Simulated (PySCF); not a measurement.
| atom | x (Å) | y (Å) | z (Å) |
| --- | --- | --- | --- |
| C | 2.2731 | -0.3320 | 0.4504 |
| C | 0.8442 | -0.6371 | 0.9504 |
| C | -0.2359 | 0.2858 | 0.2836 |
| C | -1.7397 | -0.1842 | 0.4634 |
| C | -2.8503 | 0.6871 | -0.1061 |
| F | -1.8977 | -0.3727 | 1.7817 |
| F | -1.9562 | -1.4564 | -0.1616 |
| H | 2.5888 | 0.7348 | 0.6577 |
| H | 2.9961 | -0.9690 | 0.8927 |
| H | 2.4539 | -0.5360 | -0.6088 |
| H | 0.6485 | -1.6149 | 0.5927 |
| H | 0.7891 | -0.6548 | 2.0273 |
| H | 0.0391 | 0.2816 | -0.7833 |
| H | -0.1930 | 1.3136 | 0.6051 |
| H | -2.9764 | 0.6094 | -1.1878 |
| H | -3.7642 | 0.3901 | 0.3606 |
| H | -2.7273 | 1.7914 | 0.0690 |

Geometry: GFN2-xTB, MD frame at 250 fs, 300 K.

Theory: PySCF 2.14.0, PBE0/pcSseg-1, SCF density, gas phase, non-relativistic.

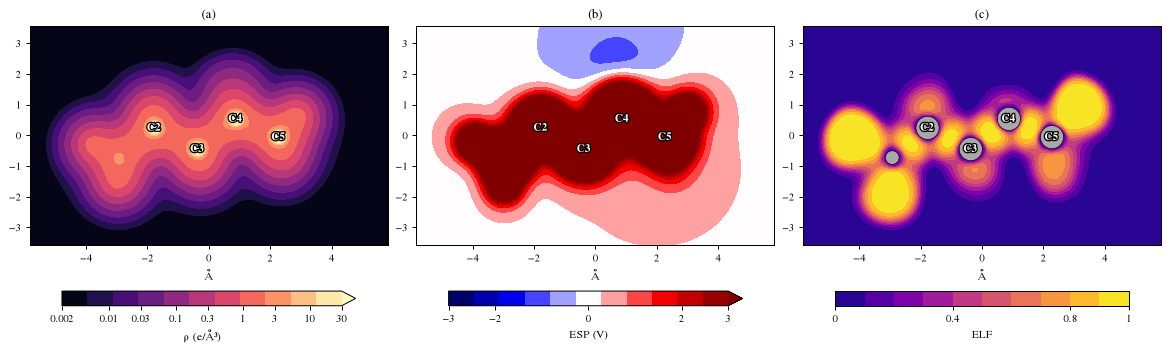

C5H10F2 (SMILES CCCC(C)(F)F). (a) electron density; (b) electrostatic potential; (c) electron localisation function on the plane of atoms C3, C4 and C5. Grey discs cover the atomic cores in the ELF map.

**What does the map show?**

The plane passes through C nuclei.
C–C (1.52 Å): ρ at the midpoint is about 1.7 e/Å³; the ELF peaks at about 1 between the atoms (a shared electron pair).
C–C (1.57 Å): ρ at the midpoint is about 1.5 e/Å³; the ELF peaks at about 0.95 between the atoms (a covalent bond).
Outside the dense part of the molecule the potential is most negative (−1.0 V) near F6, which lies off the plane.
